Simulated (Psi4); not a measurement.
# Run report: AlHSCl, energy and gradient calculation

The run: energy and gradient calculation of AlHSCl, multiplicity 2, SMILES [SH][Al][Cl]. Method and program: B3LYP/6-31G*, UKS (Psi4 1.11).

The geometry comes from this level: PBE0-D4/def2-TZVP.

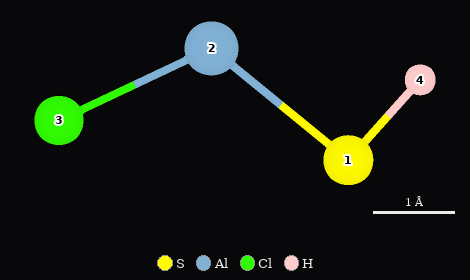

**Figure 1.** The structure (ball-and-stick view, seen at a tilt; atoms are numbered from 1 in the order of the input). Sticks mark near contacts. Bond lengths as drawn: Al–Cl 2.11 Å, Al–S 2.19 Å and H–S 1.34 Å.

Input file (run.py):
```python
import psi4

psi4.set_memory(1600000000)
psi4.set_num_threads(1)
psi4.core.set_output_file('psi4.out', False)

geom = psi4.geometry("""
0 2
S
Al 1 2.193326
Cl 2 2.106976 1 115.52845
H 1 1.344623 2 92.79537 3 -179.95044
symmetry c1
""")

options = {'reference': 'uks', 'puream': True, 'e_convergence': 1e-09, 'd_convergence': 1e-08, 'scf_type': 'pk', 'dft_radial_points': 99, 'dft_spherical_points': 590, 'maxiter': 200}
psi4.set_options(options)

E, wfn = psi4.gradient('b3lyp/6-31G*', molecule=geom, return_wfn=True)
psi4.oeprop(wfn, 'DIPOLE', 'WIBERG_LOWDIN_INDICES', 'LOWDIN_CHARGES')
print('gradient / Eh bohr^-1')
print(E.np.round(6))
print(f'energy = {wfn.energy():.10f} Eh')
```

Launch command:
```bash
python run.py
```

Output:
```
gradient() will perform analytic gradient computation.

   => Loading Basis Set <=

    Name: 6-31G*
    Role: ORBITAL
    Keyword: BASIS

         ---------------------------------------------------------
                                   SCF
                              UKS Reference
                        1 Threads,   1525 MiB Core
         ---------------------------------------------------------

  ==> Geometry <==

    Molecular point group: c1
    Full point group: C1

    Geometry (in Angstrom), charge = 0, multiplicity = 2:

       Center              X                  Y                   Z               Mass
    ------------   -----------------  -----------------  -----------------  -----------------
         S           -0.000012333104     0.686102103833    -1.765124307207    31.972071174400
         AL          -0.000012333104     0.686102103833     0.428201692793    26.981538530000
         CL          -0.000012333104    -1.215172788433     1.336222424173    34.968852682000
         H            0.001149361746     2.029124609717    -1.830700303430     1.007825032230

  Running in c1 symmetry.

  Rotational constants: A =      0.65232  B =      0.07391  C =      0.06639 [cm^-1]
  Rotational constants: A =  19555.94093  B =   2215.88736  C =   1990.35939 [MHz]
  Nuclear repulsion =  156.154913511129990

  Charge       = 0
  Multiplicity = 2
  Electrons    = 47
  Nalpha       = 24
  Nbeta        = 23

  ==> Algorithm <==

  SCF Algorithm Type is PK.
  DIIS enabled.
  MOM disabled.
  Fractional occupation disabled.
  Guess Type is SAD.
  Energy threshold   = 1.00e-09
  Density threshold  = 1.00e-08
  Integral threshold = 1.00e-12

  ==> Primary Basis <==

  Basis Set: 6-31G*
    Blend: 6-31G*
    Number of shells: 26
    Number of basis functions: 56
    Number of Cartesian functions: 59
    Spherical Harmonics?: true
    Max angular momentum: 2

  ==> DFT Potential <==

   => LibXC <=

    Version 7.1.2

   => Composite Functional: B3LYP <=

    B3LYP Hyb-GGA Exchange-Correlation Functional

    Deriv               =              1
    GGA                 =           TRUE
    Meta                =          FALSE

    Exchange Hybrid     =           TRUE
    MP2 Hybrid          =          FALSE

   => Exchange Functionals <=

    0.0800   Slater exchange
    0.7200         Becke 88

   => Exact (HF) Exchange <=

    0.2000               HF

   => Correlation Functionals <=

    0.1900   Vosko, Wilk & Nusair (VWN5_RPA)
    0.8100   Lee, Yang & Parr

   => LibXC Density Thresholds  <==

    XC_HYB_GGA_XC_B3LYP:  1.00E-15

   => Molecular Quadrature <=

    Radial Scheme          =       TREUTLER
    Pruning Scheme         =           NONE
    Nuclear Scheme         =       TREUTLER

    Blocking Scheme        =         OCTREE
    BS radius alpha        =              1
    Pruning alpha          =              1
    Radial Points          =             99
    Spherical Points       =            590
    Total Points           =         221763
    Total Blocks           =           1715
    Max Points             =            256
    Max Functions          =             54
    Weights Tolerance      =       1.00E-15

  ==> Integral Setup <==

  Using in-core PK algorithm.
   Calculation information:
      Number of atoms:                   4
      Number of AO shells:              26
      Number of primitives:             85
      Number of atomic orbitals:        59
      Number of basis functions:        56

      Integral cutoff                 1.00e-12
      Number of threads:                 1

  Performing in-core PK
  Using 2548812 doubles for integral storage.
  We computed 54012 shell quartets total.
  Whereas there are 61776 unique shell quartets.

  ==> DiskJK: Disk-Based J/K Matrices <==

    J tasked:                  Yes
    K tasked:                  Yes
    wK tasked:                  No
    Memory [MiB]:              868
    Schwarz Cutoff:          1E-12

  Cached 100.0% of DFT collocation blocks in 0.270 [GiB].

  Minimum eigenvalue in the overlap matrix is 2.3604287133E-02.
  Reciprocal condition number of the overlap matrix is 6.2141321838E-03.
    Using symmetric orthogonalization.

  ==> Pre-Iterations <==

  SCF Guess: Superposition of Atomic Densities via on-the-fly atomic UHF (no occupation information).

   -------------------------
    Irrep   Nso     Nmo
   -------------------------
     A         56      56
   -------------------------
    Total      56      56
   -------------------------

  ==> Iterations <==

                        Total Energy        Delta E     RMS |[F,P]|

   @UKS iter SAD: -1101.22094643990340   -1.10122e+03   0.00000e+00
   @UKS iter   1: -1101.39187210001501   -1.70926e-01   6.55845e-03 ADIIS/DIIS
   @UKS iter   2: -1101.35089157982338    4.09805e-02   7.80413e-03 ADIIS/DIIS
   @UKS iter   3: -1101.48485999762261   -1.33968e-01   1.15002e-03 ADIIS/DIIS
   @UKS iter   4: -1101.48815350119867   -3.29350e-03   1.98206e-04 ADIIS/DIIS
   @UKS iter   5: -1101.48824586224328   -9.23610e-05   6.09025e-05 DIIS
   @UKS iter   6: -1101.48825435176991   -8.48953e-06   2.27264e-05 DIIS
   @UKS iter   7: -1101.48825561007402   -1.25830e-06   6.12380e-06 DIIS
   @UKS iter   8: -1101.48825571198449   -1.01910e-07   1.83868e-06 DIIS
   @UKS iter   9: -1101.48825572319470   -1.12102e-08   2.61001e-07 DIIS
   @UKS iter  10: -1101.48825572359510   -4.00405e-10   8.81471e-08 DIIS
   @UKS iter  11: -1101.48825572362398   -2.88765e-11   2.40065e-08 DIIS
   @UKS iter  12: -1101.48825572362625   -2.27374e-12   4.73230e-09 DIIS
  Energy and wave function converged.

  ==> Post-Iterations <==

   Electrons on quadrature grid:
      Nalpha   =   24.0000006035 ; deviation = 6.035e-07
      Nbeta    =   23.0000005991 ; deviation = 5.991e-07
      Ntotal   =   47.0000012026 ; deviation = 1.203e-06

   @Spin Contamination Metric:   2.014929843E-03
   @S^2 Expected:                7.500000000E-01
   @S^2 Observed:                7.520149298E-01
   @S   Expected:                5.000000000E-01
   @S   Observed:                5.000000000E-01

    Orbital Energies [Eh]
    ---------------------

    Alpha Occupied:

       1A   -101.516171     2A    -88.865376     3A    -56.096559
       4A     -9.450355     5A     -7.946580     6A     -7.210037
       7A     -7.205550     8A     -7.205232     9A     -5.909352
      10A     -5.906899    11A     -5.901909    12A     -4.189699
      13A     -2.743411    14A     -2.741976    15A     -2.739966
      16A     -0.816768    17A     -0.741775    18A     -0.446772
      19A     -0.408517    20A     -0.352485    21A     -0.338511
      22A     -0.334492    23A     -0.283426    24A     -0.225819

    Alpha Virtual:

      25A     -0.064453    26A      0.007109    27A      0.010937
      28A      0.033177    29A      0.116573    30A      0.159995
      31A      0.166617    32A      0.201918    33A      0.286347
      34A      0.341651    35A      0.363848    36A      0.372158
      37A      0.395180    38A      0.417653    39A      0.420913
      40A      0.452660    41A      0.499404    42A      0.523028
      43A      0.542594    44A      0.585015    45A      0.641878
      46A      0.736228    47A      0.754160    48A      0.817152
      49A      0.844827    50A      0.873173    51A      0.878394
      52A      0.949834    53A      0.970817    54A      1.079975
      55A      1.142453    56A      1.263803

    Beta Occupied:

       1A   -101.515398     2A    -88.864347     3A    -56.093931
       4A     -9.449602     5A     -7.945565     6A     -7.208117
       7A     -7.205146     8A     -7.204353     9A     -5.908713
      10A     -5.903545    11A     -5.901423    12A     -4.185712
      13A     -2.740766    14A     -2.737847    15A     -2.735882
      16A     -0.812135    17A     -0.735642    18A     -0.440863
      19A     -0.399612    20A     -0.339554    21A     -0.336898
      22A     -0.328813    23A     -0.281643

    Beta Virtual:

      24A     -0.129620    25A     -0.043337    26A      0.010562
      27A      0.023185    28A      0.044582    29A      0.128137
      30A      0.166519    31A      0.179428    32A      0.210433
      33A      0.295989    34A      0.349086    35A      0.370842
      36A      0.377151    37A      0.409107    38A      0.441161
      39A      0.446488    40A      0.461425    41A      0.505272
      42A      0.526300    43A      0.554365    44A      0.590701
      45A      0.651212    46A      0.738067    47A      0.755517
      48A      0.828370    49A      0.852175    50A      0.875835
      51A      0.882466    52A      0.955734    53A      0.978239
      54A      1.084940    55A      1.148287    56A      1.270088

    Final Occupation by Irrep:
              A
    DOCC [    23 ]
    SOCC [     1 ]
    NA   [    24 ]
    NB   [    23 ]

  @UKS Final Energy: -1101.48825572362625

   => Energetics <=

    Nuclear Repulsion Energy =            156.1549135111299904
    One-Electron Energy =               -1834.5683708746100820
    Two-Electron Energy =                 635.7714592663287476
    DFT Exchange-Correlation Energy =     -58.8462576264748876
    Empirical Dispersion Energy =           0.0000000000000000
    VV10 Nonlocal Energy =                  0.0000000000000000
    Total Energy =                      -1101.4882557236262528

  UHF NO Occupations:
  HONO-2 :   22  A 1.9997472
  HONO-1 :   23  A 1.9993537
  HONO-0 :   24  A 1.0000000
  LUNO+0 :   25  A 0.0006463
  LUNO+1 :   26  A 0.0002528
  LUNO+2 :   27  A 0.0000600
  LUNO+3 :   28  A 0.0000278

Computation Completed

Properties will be evaluated at   0.000000,   0.000000,   0.000000 [a0]

Properties computed using the SCF density matrix

 Multipole Moments:

 ------------------------------------------------------------------------------------
     Multipole            Electronic (a.u.)      Nuclear  (a.u.)        Total (a.u.)
 ------------------------------------------------------------------------------------

 L = 1.  Multiply by 2.5417464519 to convert [e a0] to [Debye]
 Dipole X            :         -0.0008440            0.0010999            0.0002559
 Dipole Y            :         -1.4116667            2.3964528            0.9847861
 Dipole Z            :          3.4583503           -3.3831502            0.0752001
 Magnitude           :                                                    0.9876532

 ------------------------------------------------------------------------------------

	total time  =         14 seconds =       0.23 minutes

         ------------------------------------------------------------
                                   SCF GRAD
         ------------------------------------------------------------

  ==> Geometry <==

    Molecular point group: c1
    Full point group: C1

    Geometry (in Angstrom), charge = 0, multiplicity = 2:

       Center              X                  Y                   Z               Mass
    ------------   -----------------  -----------------  -----------------  -----------------
         S           -0.000012333104     0.686102103833    -1.765124307207    31.972071174400
         AL          -0.000012333104     0.686102103833     0.428201692793    26.981538530000
         CL          -0.000012333104    -1.215172788433     1.336222424173    34.968852682000
         H            0.001149361746     2.029124609717    -1.830700303430     1.007825032230

  Nuclear repulsion =  156.154913511129990

  ==> Basis Set <==

  Basis Set: 6-31G*
    Blend: 6-31G*
    Number of shells: 26
    Number of basis functions: 56
    Number of Cartesian functions: 59
    Spherical Harmonics?: true
    Max angular momentum: 2

  ==> DirectJKGrad: Integral-Direct SCF Gradients <==

    Gradient:                    1
    J tasked:                  Yes
    K tasked:                  Yes
    wK tasked:                  No
    Integrals threads:           1
    Schwarz Cutoff:          1E-12

  ==> DFT Potential <==

   => LibXC <=

    Version 7.1.2

   => Composite Functional: B3LYP <=

    B3LYP Hyb-GGA Exchange-Correlation Functional

    Deriv               =              1
    GGA                 =           TRUE
    Meta                =          FALSE

    Exchange Hybrid     =           TRUE
    MP2 Hybrid          =          FALSE

   => Exchange Functionals <=

    0.0800   Slater exchange
    0.7200         Becke 88

   => Exact (HF) Exchange <=

    0.2000               HF

   => Correlation Functionals <=

    0.1900   Vosko, Wilk & Nusair (VWN5_RPA)
    0.8100   Lee, Yang & Parr

   => LibXC Density Thresholds  <==

    XC_HYB_GGA_XC_B3LYP:  1.00E-15

   => Molecular Quadrature <=

    Radial Scheme          =       TREUTLER
    Pruning Scheme         =           NONE
    Nuclear Scheme         =       TREUTLER

    Blocking Scheme        =         OCTREE
    BS radius alpha        =              1
    Pruning alpha          =              1
    Radial Points          =             99
    Spherical Points       =            590
    Total Points           =         221763
    Total Blocks           =           1715
    Max Points             =            256
    Max Functions          =             54
    Weights Tolerance      =       1.00E-15

  -Total Gradient:
     Atom            X                  Y                   Z
    ------   -----------------  -----------------  -----------------
       1       -0.000001351913     0.002563996640     0.005109189058
       2       -0.000004317358    -0.004969717154    -0.003379822274
       3        0.000003776894     0.006401508483    -0.003553050598
       4        0.000001883711    -0.003993311110     0.001825503089

	total time  =          4 seconds =       0.07 minutes

Properties will be evaluated at   0.000000,   0.000000,   0.000000 [a0]
OEProp: No title given, name of density matrix used for the following properties is 'SCF alpha density'

 Multipole Moments:

 ------------------------------------------------------------------------------------
     Multipole            Electronic (a.u.)      Nuclear  (a.u.)        Total (a.u.)
 ------------------------------------------------------------------------------------

 L = 1.  Multiply by 2.5417464519 to convert [e a0] to [Debye]
 Dipole X            :         -0.0008440            0.0010999            0.0002559
 Dipole Y            :         -1.4116667            2.3964528            0.9847861
 Dipole Z            :          3.4583503           -3.3831502            0.0752001
 Magnitude           :                                                    0.9876532

 ------------------------------------------------------------------------------------
  Lowdin Charges: (a.u.)
   Center  Symbol    Alpha    Beta     Spin     Total
       1     S     8.15204  8.02438  0.12766 -0.17642
       2    AL     6.80852  6.01224  0.79628  0.17924
       3    CL     8.60469  8.52895  0.07574 -0.13364
       4     H     0.43475  0.43443  0.00032  0.13082

  Total alpha = 24.00000, Total beta = 23.00000, Total charge = -0.00000

  Wiberg Bond Indices using Orthogonal Lowdin Orbitals:

  Total Bond Index:
  Irrep: 1 Size: 4 x 4

                 1                   2                   3                   4

    1     0.00000000000000     1.44590986297247     0.05590456449203     0.95542444045878
    2     1.44590986297247     0.00000000000000     1.42008055117246     0.04197035320070
    3     0.05590456449203     1.42008055117246     0.00000000000000     0.00472201514828
    4     0.95542444045878     0.04197035320070     0.00472201514828     0.00000000000000

  Alpha Contribution:
  Irrep: 1 Size: 4 x 4

                 1                   2                   3                   4

    1     0.00000000000000     0.69849396721704     0.02294544996994     0.47836261302320
    2     0.69849396721704     0.00000000000000     0.68833266272201     0.02134092338267
    3     0.02294544996994     0.68833266272201     0.00000000000000     0.00260404663396
    4     0.47836261302320     0.02134092338267     0.00260404663396     0.00000000000000

  Beta Contribution:
  Irrep: 1 Size: 4 x 4

                 1                   2                   3                   4

    1     0.00000000000000     0.74741589575543     0.03295911452209     0.47706182743558
    2     0.74741589575543     0.00000000000000     0.73174788845045     0.02062942981803
    3     0.03295911452209     0.73174788845045     0.00000000000000     0.00211796851431
    4     0.47706182743558     0.02062942981803     0.00211796851431     0.00000000000000

  Atomic Valences:

 #  #
 Irrep: 1
      1:    2.457238867923283
      2:    2.907960767345625
      3:    1.480707130812764
      4:    1.002116808807756
```

Standard output:
```
gradient / Eh bohr^-1
[[-1.000e-06  2.564e-03  5.109e-03]
 [-4.000e-06 -4.970e-03 -3.380e-03]
 [ 4.000e-06  6.402e-03 -3.553e-03]
 [ 2.000e-06 -3.993e-03  1.826e-03]]
energy = -1101.4882557236 Eh
```

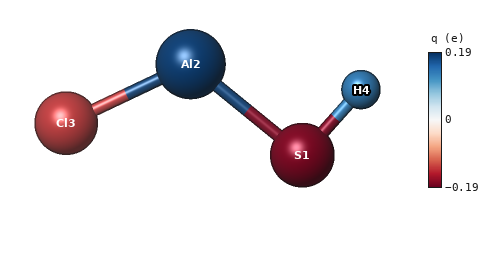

**Figure 2.** Löwdin charges, as the colour of each atom (ball-and-stick view, seen on its broad side; atoms are numbered from 1 in the order of the input). By element: S −0.18, Al +0.18, Cl −0.13 and H +0.13 e.

Summary:

| quantity | value |
| --- | --- |
| outcome | converged |
| total energy | −1101.488256 hartree |
| basis functions | 56 |
| largest force | 0.376 eV/Å |
| ⟨S²⟩ | 0.752 |
| dipole moment | 2.51 D |
| hardware | 1 thread of AMD EPYC (Zen 3), 192 GiB of memory available, shared host |
| wall time | 20 s |
| peak memory | 0.5 GiB |
